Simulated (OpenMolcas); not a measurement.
```
&GATEWAY
Basis set
Yb.ANO-RCC-VDZP.
Yb1 0.0 0.0 0.0 Angstrom
End of basis
Basis set
Cl.ANO-RCC-VDZP.
L1 2.446000 0.000000 0.000000 Angstrom
L2 0.000000 2.446000 0.000000 Angstrom
L3 0.000000 0.000000 2.446000 Angstrom
End of basis
Basis set
Cs.EMB-AIMP.Seijo.0s.0s.ECP.Cs2ZrCl6.
PseudoCharge
* 4 symmetry-unique lattice sites within 7.6 angstrom
End of basis
Basis set
Cl.EMB-AIMP.Seijo.0s.0s.ECP.Cs2ZrCl6.
PseudoCharge
* 12 symmetry-unique lattice sites within 7.6 angstrom
End of basis
Basis set
Zr.EMB-AIMP.Seijo.0s.0s.ECP.Cs2ZrCl6.
PseudoCharge
* 6 symmetry-unique lattice sites within 7.6 angstrom
End of basis
Symmetry
XYZ
AngMom=0.0 0.0 0.0
AMFI
RICD
XField
1385 Angstrom 0
* Evjen-weighted lattice charges
&SEWARD
&RASSCF
FileOrb=start.orb
Symmetry=2
Spin=2
nActEl=13 0 0
Inactive=42 39
Ras2=0 7
CIRoot=7 7 1
SDav=7
CIMx=300
Iter=150 100
PrWF=0.3
OrbListing=Nothing
MaxOrb=0
LevShft=1.0
>>> COPY $Project.JobIph JOB001
&RASSI
NrOfJobIphs=1 7
1 2 3 4 5 6 7
IphNames
JOB001
EJob
SpinOrbit
DIPRint=1.0
SOCoupling=1000.0
Subsets=2
Property=9
'ANGMOM' 1 'ANGMOM' 2 'ANGMOM' 3 'MLTPL  1' 1 'MLTPL  1' 2 'MLTPL  1' 3
'AMFI' 1 'AMFI' 2 'AMFI' 3
SOProperty=3
'ANGMOM' 1 'ANGMOM' 2 'ANGMOM' 3
```

Command:
```bash
OMP_NUM_THREADS=1 MOLCAS_MEM=2457 MOLCAS_PROJECT=a pymolcas a.inp > a.log  # once for each step of the input, in one work folder
```

Computed with OpenMolcas: state-averaged CASSCF, active space 13 electrons in the shell 4f, basis ANO-RCC-VDZP on all atoms, DKH2 scalar Hamiltonian, spin-orbit coupling by RASSI with atomic mean-field integrals. Powder susceptibility by Van Vleck's formula.

Yb³⁺ (4f¹³) as a dopant in Cs₂ZrCl₆, a cluster with its 6 nearest Cl⁻ at 2.446 Å (octahedron) embedded in model potentials and point charges; the geometry was set, not optimised. The cluster and the levels that result:

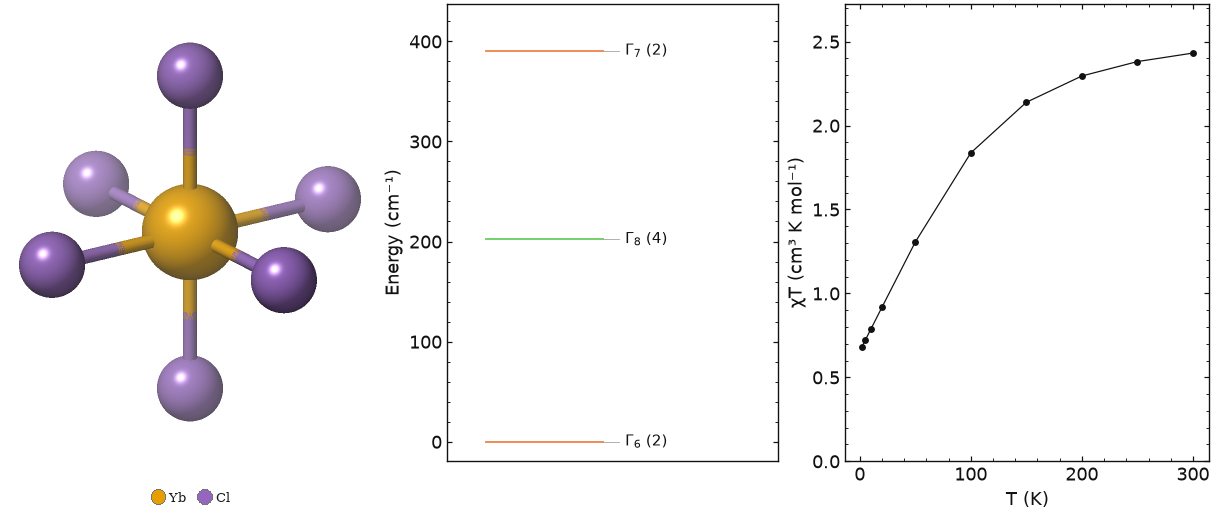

Labels give the representation in O, Td, D4 or D3 as the site allows (double group for half-integer spin) where it could be assigned and, in brackets, the degeneracy; spin-free states, where drawn, share the zero of the spin-orbit levels.

The ground level is Γ₆, a Kramers doublet, 100 % from states of spin multiplicity 2, effective J = 3.49, with |mJ| = 1/2 the largest share (58 %). Its principal g values are 2.65, 2.65 and 2.65, isotropic. The next level lies at 202 cm⁻¹ (Γ₈). The lowest J multiplet spreads over 391 cm⁻¹. χT is 0.682 cm³ K mol⁻¹ at 2 K and 2.43 at 300 K, an effective moment of 4.41 μB. The active orbitals hold 99 to 100 % metal character (Löwdin), and the Mulliken charge of the metal is +1.92.

Limits of the model: the geometry is set by hand, with no relaxation and no charge compensation.
